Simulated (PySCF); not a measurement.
SMILES [SiH3][Si]N(C)C (C₂H₉NSi₂) at its B3LYP/def2-SVP optimised geometry (Å):

```
14

Si    -1.8291    -1.8544    -1.7240
N     -0.6347    -2.5590    -2.7783
C     -1.1206    -3.3219    -3.9296
C      0.8225    -2.5382    -2.7386
H     -0.7581    -2.8823    -4.8773
H     -0.7640    -4.3678    -3.8904
H     -2.2200    -3.3300    -3.9485
H      1.2274    -3.5657    -2.6762
H      1.2329    -2.0827    -3.6593
H      1.1908    -1.9690    -1.8779
Si    -0.5326    -0.7178     0.0000
H     -0.9681     0.7178     0.0000
H      0.9681    -0.7178     0.0000
H     -0.9680    -1.2848     1.3191
```

Method: PySCF with B3LYP/def2-TZVP. Cells within 0.4 Å of a nucleus heavier than hydrogen are left out (blank, or x).

Map of the deformation density (molecule minus spherical neutral atoms) (e/bohr³) on the plane z = 0.0 Å:

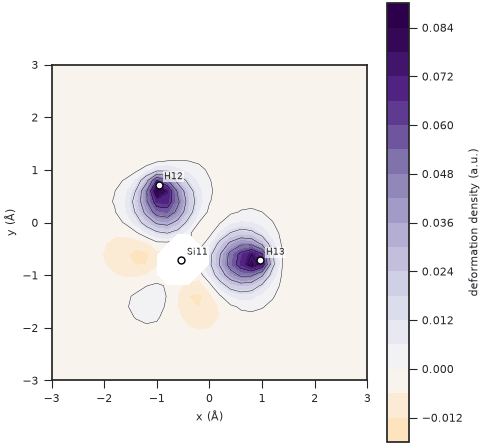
Figure. Deformation density (molecule minus spherical neutral atoms) (e/bohr³) on the plane z = 0.0 Å.
